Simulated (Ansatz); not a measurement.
**C₃H₉ClSi: density, localisation and related maps**

The calculation's input:

```
crystal:
  periodic: [false, false, false]
  atoms:
    - {symbol: C, position_ang: [0.418345, -0.190572, 1.026159]}
    - {symbol: C, position_ang: [0.782273, -3.249785, 1.364221]}
    - {symbol: C, position_ang: [0.722821, -2.000359, -1.471457]}
    - {symbol: Cl, position_ang: [-2.003352, -2.137766, 0.218782]}
    - {symbol: Si, position_ang: [0.084476, -1.881804, 0.287877]}
    - {symbol: H, position_ang: [1.503577, -0.001974, 1.084139]}
    - {symbol: H, position_ang: [-0.035928, 0.603274, 0.412631]}
    - {symbol: H, position_ang: [0.001965, -0.115910, 2.043032]}
    - {symbol: H, position_ang: [0.366156, -3.200093, 2.382722]}
    - {symbol: H, position_ang: [0.543136, -4.240238, 0.946146]}
    - {symbol: H, position_ang: [1.879488, -3.162665, 1.436295]}
    - {symbol: H, position_ang: [0.482055, -2.980576, -1.912118]}
    - {symbol: H, position_ang: [0.272904, -1.221230, -2.106677]}
    - {symbol: H, position_ang: [1.818189, -1.872678, -1.494248]}
basis:
  gaussian:
    orbitals: def2-SVPD
magnetization:
  spin_polarized: false
hamiltonian:
  xc: {name: PBE0}
output:
  forces: true
  orbitals: {seedname: orbitals}
```

Launched as:

```sh
ansatz run input.yaml --threads 2 --pin off --max-ram 4350MiB --events-out events.jsonl --progress --plain --runs-dir runs
```

Geometry: B3LYP-D3(BJ)/def2-SVP.

These are results of isolated molecule in a Gaussian basis; Kohn-Sham density functional theory, functional PBE0 (Ansatz 0.2.0), not measurements.

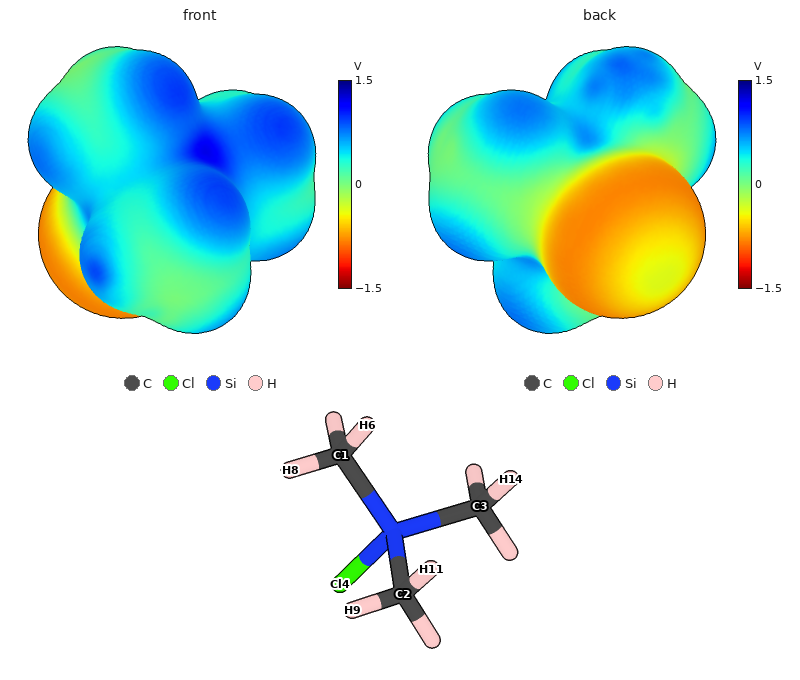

Figure 1. The electrostatic potential painted on the density surface at 0.002 e/bohr³, seen from the front and from behind; red is negative and blue positive. The bare structure is drawn below in the same view.

Describe the electrostatic potential map.

Answer. The most negative region (about −0.8 V) lies over Cl4, the most positive (about +1.1 V) over Si5.

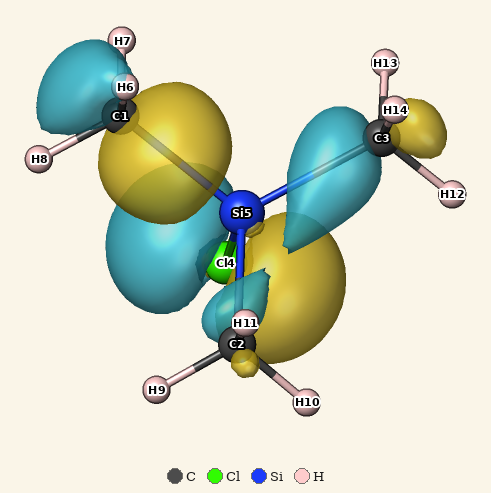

Figure 2. The HOMO at ±0.15 Å⁻³ᐟ² (yellow and cyan are the two phases), seen at a tilt.

What is the character of this orbital?

Answer. It lies mainly on Cl4 (about 50 %), C1 (about 20 %) and Si5 (about 10 %). It is one of a degenerate set, so its orientation is arbitrary. Its energy is −8.39 eV.
